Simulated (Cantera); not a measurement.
A closed system holds: 1 mol Si, 1.7 mol NF3, 10 mol HCl, held at 1330 Pa.

These are equilibrium values from Cantera (NASA tables, ideal gas, pure condensed phases), not measurements of a reactor. Candidate condensed phases: NH4Cl, Si, Si3N4; 49 gas species. The tables' values for SiF3 are old estimates; treat these amounts as uncertain. Rates play no part.

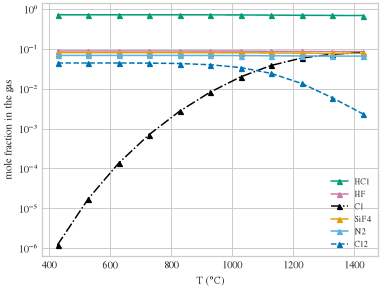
Figure: Equilibrium gas composition (values under 1e-9 drawn at 1e-9)

From 427 °C to 1427 °C nothing is condensed. The main Si-bearing gas is SiF4 throughout.
